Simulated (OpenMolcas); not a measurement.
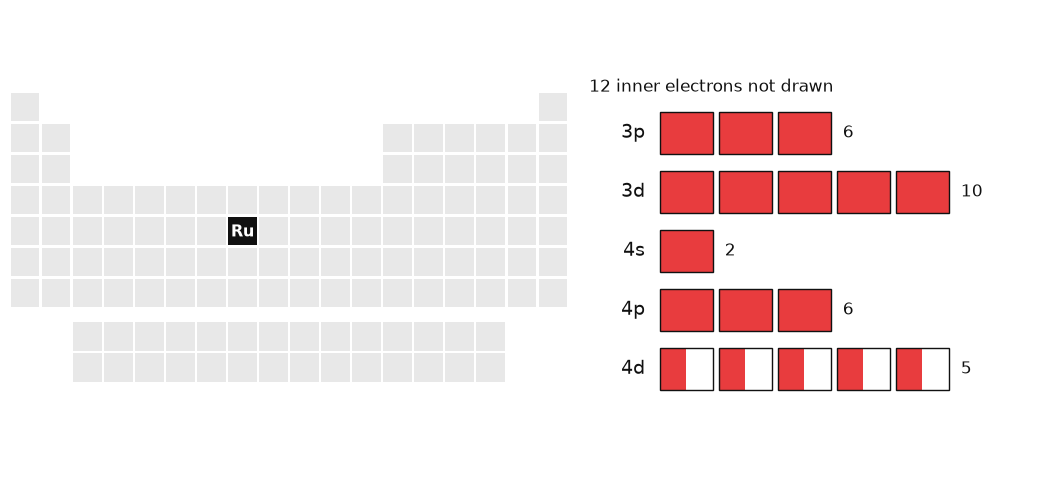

Left, the place of ruthenium in the periodic table; right, the outer shells of the leading configuration of the lowest level: a box for each of the 2l + 1 orbitals, shaded by the share of the shell that is filled, with the electron count at the right.

Multiconfigurational calculation: Ru³⁺ (part 1 of 2)

Ru³⁺. Computed at this level: state-averaged CASSCF, active space 5 electrons in the shells 4d 5d, basis ANO-RCC-VTZP, DKH2 scalar Hamiltonian, spin-orbit coupling by RASSI with atomic mean-field integrals (OpenMolcas).

**Summary**

- outcome: converged
- lowest level: 4d⁵ ⁶S₅/₂
- first excited level: 4d⁵ ⁴G₅/₂, 26,884 cm⁻¹
- energy of the lowest spin-free term: −4525.60668 hartree
- energy of the lowest spin-orbit level: −4525.60765 hartree
- largest spread among components of a term: 0.0 cm⁻¹
- hardware: 1 thread of Intel Xeon (Sapphire Rapids), 64 GiB of memory available, shared host
- wall time: 2.2 min

**Notes**

Without dynamic correlation the splittings between terms come out too large, often by 20 to 50 %. To bear in mind: extra active shells serve correlation only, their own levels not computed; some levels are strong mixtures of terms (leading term under 70 %); only configurations of the active space are included.

**The input**
```
&GATEWAY
Coord
1

Ru 0.0 0.0 0.0
Basis=ANO-RCC-VTZP
Group=XYZ
NoMove
AngMom=0.0 0.0 0.0
AMFI
&SEWARD
&RASSCF
FileOrb=start.orb
Symmetry=1
Spin=6
nActEl=5 0 0
Inactive=9 9
Ras2=5 0
CIRoot=1 1 1
SDav=1
CIMx=300
Iter=120 100
PrWF=0.3
OrbListing=Nothing
MaxOrb=0
Atom
>>> COPY $Project.JobIph JOBPRE
&RASSCF
FileOrb=start.orb
Symmetry=1
Spin=6
nActEl=5 0 0
Inactive=9 9
Ras2=10 0
CIRoot=1 1 1
SDav=252
CIMx=300
Iter=120 100
PrWF=0.3
OrbListing=Nothing
MaxOrb=0
Atom
>>> COPY $Project.JobIph JOB001
&RASSCF
FileOrb=start.orb
Symmetry=1
Spin=4
nActEl=5 0 0
Inactive=9 9
Ras2=10 0
CIRoot=24 24 1
SDav=1848
CIMx=300
Iter=120 100
PrWF=0.3
OrbListing=Nothing
MaxOrb=0
Atom
>>> COPY $Project.JobIph JOB002
&RASSCF
FileOrb=start.orb
Symmetry=1
Spin=2
nActEl=5 0 0
Inactive=9 9
Ras2=10 0
CIRoot=67 67 1
SDav=500
CIMx=300
Iter=120 100
PrWF=0.3
OrbListing=Nothing
MaxOrb=0
Atom
>>> COPY $Project.JobIph JOB003
&RASSI
NrOfJobIphs=3 1 24 67
1
1 2 3 4 5 6 7 8 9 10 11 12 13 14 15 16 17 18 19 20 21 22 23 24
1 2 3 4 5 6 7 8 9 10 11 12 13 14 15 16 17 18 19 20 21 22 23 24 25 26 27
28 29 30 31 32 33 34 35 36 37 38 39 40 41 42 43 44 45 46 47 48 49 50 51
52 53 54 55 56 57 58 59 60 61 62 63 64 65 66 67
IphNames
JOB001
JOB002
JOB003
EJob
SpinOrbit
DIPRint=1.0
SOCoupling=1000.0
Subsets=2
MEES
Property=10
'ANGMOM' 1 'ANGMOM' 2 'ANGMOM' 3 'MLTPL  1' 1 'MLTPL  1' 2 'MLTPL  1' 3
'AMFI' 1 'AMFI' 2 'AMFI' 3 'MLTPL  2' 6
SOProperty=3
'ANGMOM' 1 'ANGMOM' 2 'ANGMOM' 3
```

The file start.orb holds starting orbitals from an earlier step. A driver script formed the levels outside the program, from RASSI's spin-orbit matrix and the active-space energies, averaged over the components of each term or state.

Command:
```bash
OMP_NUM_THREADS=1 MOLCAS_MEM=1689 MOLCAS_PROJECT=a pymolcas a.inp > a.log  # once for each step of the input, in one work folder
```

**The program's output (extracts)**
```
--- SEWARD ---
Basis set label: RU.ANO-RCC...7S6P4D2F1G.

      Electronic valence basis set:
      ------------------
      Associated Effective Charge  44.000000 au
      Associated Actual Charge     44.000000 au
      Nuclear Model: Point charge

      Shell  nPrim  nBasis  Cartesian Spherical Contaminant
         s      21       7        X
         p      18       6        X
         d      13       4                 X
         f       6       2                 X
         g       4       1                 X
                  Relativistic Douglas-Kroll-Hess integrals:
                    - DKH order of Hamiltonian: 2
                    - DKH order of Properties : 0
                  Atomic mean-field integrals
--- RASSCF ---
Wave function specifications:
      -----------------------------

      Number of closed shell electrons          36
      Number of electrons in active shells       5
      Max number of holes in RAS1 space          0
      Max nr of electrons in RAS3 space          0
      Number of inactive orbitals               18
      Number of active orbitals                 10
      Number of secondary orbitals              40
      Spin quantum number                      2.5
      State symmetry                             1
Orbital specifications:
      -----------------------

      Symmetry species                           1   2
                                                ag  au
      Frozen orbitals                            0   0
      Inactive orbitals                          9   9
      Active orbitals                           10   0
      RAS1 orbitals                              0   0
      RAS2 orbitals                             10   0
      RAS3 orbitals                              0   0
      Secondary orbitals                        17  23
      Deleted orbitals                           0   0
      Number of basis functions                 36  32
      Number of CSFs                           252
      Number of root(s) required                 1
      Iter CI   SX   CI       RASSCF       Energy    max ROT     max BLB   max BLB  Level Ln srch  Step   QN
          iter iter root      energy       change     param      element    value   shift minimum  type update
 Nr of preliminary CI iterations:   1
      Total energies have been shifted. Add                -4000.00 au
        1   1    6    1  -525.60141944    0.00E+00  -4.16E-01*  11  24 1 -4.54E-03*  0.00   0.00    SX    NO
        2   1    7    1  -525.60649158   -5.07E-03*  7.52E-02    9  22 1 -1.79E-03*  0.00   0.00    SX    NO
        3   1    6    1  -525.60666829   -1.77E-04*  1.49E-02   14  27 1  1.14E-03*  0.00   0.00    SX    NO
        4   1    6    1  -525.60667984   -1.16E-05*  4.03E-03    7  13 2  4.45E-04*  0.00   0.00    SX    NO
        5   1    5    1  -525.60668088   -1.04E-06*  1.51E-03    7  13 2  1.08E-04*  0.00   1.23    QN   YES
        6   1    5    1  -525.60668098   -9.47E-08*  1.93E-05    9  22 1 -3.47E-05   0.00   1.02    QN   YES
        7   1    4    1  -525.60668098   -2.61E-09   1.21E-05    9  22 1 -2.52E-05   0.00   1.18    QN   YES
      Convergence after  7 iterations
        8   1    4    1  -525.60668098    3.65E-09   1.21E-05    7  13 2 -8.30E-05   0.00   1.18    QN   YES
      Natural orbitals and occupation numbers for root  1
      sym 1:   0.998817   0.998817   0.998817   0.998817   0.998817   0.001183   0.001183   0.001183   0.001183   0.001183
::    RASSCF root number  1 Total energy:  -4525.60668098
--- RASSCF ---
Wave function specifications:
      -----------------------------

      Number of closed shell electrons          36
      Number of electrons in active shells       5
      Max number of holes in RAS1 space          0
      Max nr of electrons in RAS3 space          0
      Number of inactive orbitals               18
      Number of active orbitals                 10
      Number of secondary orbitals              40
      Spin quantum number                      1.5
      State symmetry                             1
Orbital specifications:
      -----------------------

      Symmetry species                           1   2
                                                ag  au
      Frozen orbitals                            0   0
      Inactive orbitals                          9   9
      Active orbitals                           10   0
      RAS1 orbitals                              0   0
      RAS2 orbitals                             10   0
      RAS3 orbitals                              0   0
      Secondary orbitals                        17  23
      Deleted orbitals                           0   0
      Number of basis functions                 36  32
      Number of CSFs                          1848
      Number of root(s) required                24
      Iter CI   SX   CI       RASSCF       Energy    max ROT     max BLB   max BLB  Level Ln srch  Step   QN
          iter iter root      energy       change     param      element    value   shift minimum  type update
 Nr of preliminary CI iterations:   1
      Total energies have been shifted. Add                -4000.00 au
        1   1    7    0  -525.45026958    0.00E+00   1.39E-02   13  26 1 -1.03E-02*  0.00   0.00    SX    NO
        2   1    6    0  -525.45071095   -4.41E-04*  1.85E-02    9  22 1 -1.72E-03*  0.00   0.00    SX    NO
        3   1    6    0  -525.45072803   -1.71E-05*  5.69E-03    7  13 2 -2.65E-03*  0.00   0.00    SX    NO
        4   1    5    0  -525.45073571   -7.68E-06*  1.88E-03    5  18 1  3.94E-04*  0.00   0.00    SX    NO
        5   1    6    0  -525.45073600   -2.90E-07* -1.47E-03    7  13 2 -2.70E-04*  0.00   1.27    QN   YES
        6   1    5    0  -525.45073608   -7.98E-08*  4.91E-04    5  18 1 -1.04E-04*  0.00   0.77    QN   YES
        7   1    5    0  -525.45073609   -1.22E-08*  5.08E-05    7  13 2 -7.11E-05   0.00   0.84    QN   YES
        8   1    4    0  -525.45073609   -2.23E-09   1.61E-06    7  13 2 -1.53E-05   0.00   2.50    QN   YES
      Convergence after  8 iterations
        9   1    4    0  -525.45073609   -1.98E-10   1.61E-06    9  22 1  4.95E-06   0.00   2.50    QN   YES
      Natural orbitals and occupation numbers for root  1
      sym 1:   0.998647   0.998408   0.998399   0.998604   0.998616   0.001377   0.001602   0.001612   0.001390   0.001344
      Natural orbitals and occupation numbers for root  2
      sym 1:   0.998554   0.998641   0.998436   0.998433   0.998598   0.001397   0.001350   0.001444   0.001575   0.001572
      Natural orbitals and occupation numbers for root  3
      sym 1:   0.998433   0.998505   0.998590   0.998602   0.998525   0.001575   0.001496   0.001392   0.001406   0.001476
::    RASSCF root number  1 Total energy:  -4525.48286898
::    RASSCF root number  2 Total energy:  -4525.48286898
::    RASSCF root number  3 Total energy:  -4525.48286898
::    RASSCF root number  4 Total energy:  -4525.48286898
::    RASSCF root number  5 Total energy:  -4525.48286898
::    RASSCF root number  6 Total energy:  -4525.48286898
::    RASSCF root number  7 Total energy:  -4525.48286898
::    RASSCF root number  8 Total energy:  -4525.48286898
::    RASSCF root number  9 Total energy:  -4525.48286898
::    RASSCF root number 10 Total energy:  -4525.46280346
::    RASSCF root number 11 Total energy:  -4525.46280346
::    RASSCF root number 12 Total energy:  -4525.46280346
::    RASSCF root number 13 Total energy:  -4525.45420925
::    RASSCF root number 14 Total energy:  -4525.45420925
::    RASSCF root number 15 Total energy:  -4525.45420925
::    RASSCF root number 16 Total energy:  -4525.45420925
::    RASSCF root number 17 Total energy:  -4525.45420925
::    RASSCF root number 18 Total energy:  -4525.40176982
::    RASSCF root number 19 Total energy:  -4525.40176982
::    RASSCF root number 20 Total energy:  -4525.40176982
::    RASSCF root number 21 Total energy:  -4525.40176982
::    RASSCF root number 22 Total energy:  -4525.40176982
::    RASSCF root number 23 Total energy:  -4525.40176982
::    RASSCF root number 24 Total energy:  -4525.40176982
--- RASSCF ---
Wave function specifications:
      -----------------------------

      Number of closed shell electrons          36
      Number of electrons in active shells       5
      Max number of holes in RAS1 space          0
      Max nr of electrons in RAS3 space          0
      Number of inactive orbitals               18
      Number of active orbitals                 10
      Number of secondary orbitals              40
      Spin quantum number                      0.5
      State symmetry                             1
Orbital specifications:
      -----------------------

      Symmetry species                           1   2
                                                ag  au
      Frozen orbitals                            0   0
      Inactive orbitals                          9   9
      Active orbitals                           10   0
      RAS1 orbitals                              0   0
      RAS2 orbitals                             10   0
      RAS3 orbitals                              0   0
      Secondary orbitals                        17  23
      Deleted orbitals                           0   0
      Number of basis functions                 36  32
      Number of CSFs                          3300
      Number of root(s) required                67
      Iter CI   SX   CI       RASSCF       Energy    max ROT     max BLB   max BLB  Level Ln srch  Step   QN
          iter iter root      energy       change     param      element    value   shift minimum  type update
 Nr of preliminary CI iterations:   4
      Total energies have been shifted. Add                -4000.00 au
        1   1    6    0  -525.37640228    0.00E+00   9.15E-03   13  26 1 -5.05E-03*  0.00   0.00    SX    NO
        2   1    6    0  -525.37648535   -8.31E-05*  4.90E-03    9  22 1 -9.20E-04*  0.00   0.00    SX    NO
        3   2    6    0  -525.37650111   -1.58E-05* -6.17E-04   13  26 1 -1.00E-03*  0.00   0.00    SX    NO
        4   5    6    0  -525.37650544   -4.32E-06* -1.32E-03    7  13 2 -8.89E-04*  0.00   0.00    SX    NO
        5   6    5    0  -525.37650647   -1.03E-06*  6.89E-04    7  13 2 -1.82E-04*  0.00   1.14    QN   YES
        6   6    3    0  -525.37650655   -8.60E-08*  7.36E-05    4  19 1 -1.33E-05   0.00   1.02    QN   YES
        7   1    4    0  -525.37650655   -5.38E-10   2.29E-04    7  13 2 -2.50E-05   0.00   1.13    QN   YES
      Convergence after  7 iterations
        8   3    4    0  -525.37650655    2.06E-09   2.29E-04    3  22 1  4.38E-05   0.00   1.13    QN   YES
      Natural orbitals and occupation numbers for root  1
      sym 1:   0.998515   0.998463   0.998376   0.998416   0.998447   0.001535   0.001589   0.001629   0.001475   0.001556
      Natural orbitals and occupation numbers for root  2
      sym 1:   0.998519   0.998461   0.998378   0.998427   0.998431   0.001574   0.001579   0.001627   0.001468   0.001536
      Natural orbitals and occupation numbers for root  3
      sym 1:   0.998522   0.998430   0.998451   0.998379   0.998434   0.001545   0.001464   0.001625   0.001573   0.001577
::    RASSCF root number  1 Total energy:  -4525.42921310
::    RASSCF root number  2 Total energy:  -4525.42921310
::    RASSCF root number  3 Total energy:  -4525.42921310
::    RASSCF root number  4 Total energy:  -4525.42921310
::    RASSCF root number  5 Total energy:  -4525.42921310
::    RASSCF root number  6 Total energy:  -4525.42921310
::    RASSCF root number  7 Total energy:  -4525.42921310
::    RASSCF root number  8 Total energy:  -4525.42921310
::    RASSCF root number  9 Total energy:  -4525.42921310
::    RASSCF root number 10 Total energy:  -4525.42921310
::    RASSCF root number 11 Total energy:  -4525.42921310
::    RASSCF root number 12 Total energy:  -4525.42921310
::    RASSCF root number 13 Total energy:  -4525.42921310
::    RASSCF root number 14 Total energy:  -4525.40480024
::    RASSCF root number 15 Total energy:  -4525.40480024
::    RASSCF root number 16 Total energy:  -4525.40480024
::    RASSCF root number 17 Total energy:  -4525.40480024
::    RASSCF root number 18 Total energy:  -4525.40480024
::    RASSCF root number 19 Total energy:  -4525.40095577
::    RASSCF root number 20 Total energy:  -4525.40095577
::    RASSCF root number 21 Total energy:  -4525.40095577
::    RASSCF root number 22 Total energy:  -4525.40095577
::    RASSCF root number 23 Total energy:  -4525.40095577
::    RASSCF root number 24 Total energy:  -4525.40095577
::    RASSCF root number 25 Total energy:  -4525.40095577
::    RASSCF root number 26 Total energy:  -4525.38891980
::    RASSCF root number 27 Total energy:  -4525.38891980
::    RASSCF root number 28 Total energy:  -4525.38891980
::    RASSCF root number 29 Total energy:  -4525.38891980
::    RASSCF root number 30 Total energy:  -4525.38891980
```

(Continued in part 2.)
